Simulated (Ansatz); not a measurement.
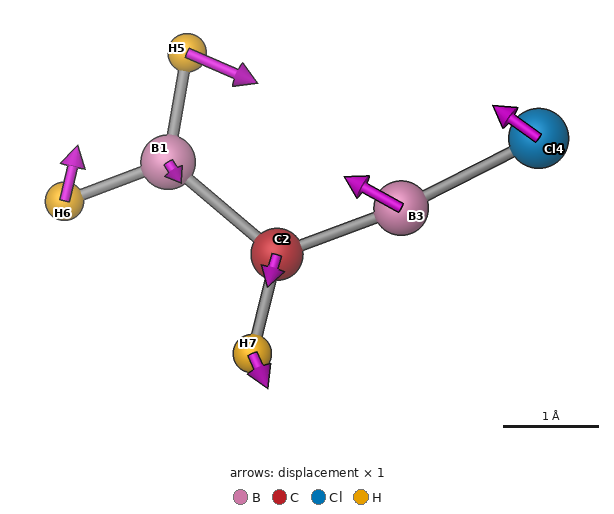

A relaxation of CH3B2Cl. The starting structure is drawn; purple arrows show the displacements, at their true length. The two geometries are superimposed by the best rigid fit.

Style: ball-and-stick. Shown face on.

All numbers below come from RKS PBE0-D4/def2-TZVP (Ansatz 0.2.0).

Input file:
```yaml
crystal:
  periodic: [false, false, false]
  atoms:
    - {symbol: B, position_ang: [-0.215260, 1.012510, -0.482460]}
    - {symbol: C, position_ang: [0.166010, 0.014240, 0.602370]}
    - {symbol: B, position_ang: [0.193670, -1.354100, 0.308130]}
    - {symbol: Cl, position_ang: [0.177590, -2.898430, -0.205940]}
    - {symbol: H, position_ang: [-0.486080, 0.647080, -1.563240]}
    - {symbol: H, position_ang: [-0.238920, 2.155330, -0.231420]}
    - {symbol: H, position_ang: [0.402990, 0.423370, 1.572550]}
basis:
  gaussian: {orbitals: def2-TZVP}
hamiltonian: {xc: pbe0, dispersion: d4}
relax: {f_tol: 0.005, max_steps: 200}
```

Launched with:
```bash
ansatz run in.yaml --threads 2 --pin off --events-out ev --progress --plain --max-ram 4352MiB
```

### Describe the change and its energy.

The energy falls by 0.852 eV in 15 accepted moves (16 points after the start). The largest force component goes from 2 to 0.0016 eV/Å. The line search rejected the trial step at point 8 of the run. H5 moves most after the best rigid fit: 0.83 Å. Largest moves by element: H 0.83 Å, B 0.71 Å, Cl 0.62 Å, C 0.37 Å. Near-neighbour distances that change, for instance: B3–H5 2.823 → 1.335 Å, B1–B3 2.528 → 1.714 Å, B1–H5 1.173 → 1.330 Å, B3–Cl4 1.628 → 1.740 Å. New bonds form, among them: B3–H5 (2.82 → 1.33 Å). Bond angles that change, for instance: B1–C2–B3 119.7° → 73.5°, C2–B1–H6 119.5° → 150.7°, B1–C2–H7 116.5° → 141.8°. Cost: 35 s on 2 threads of Intel Xeon Platinum 8488C (shared host).
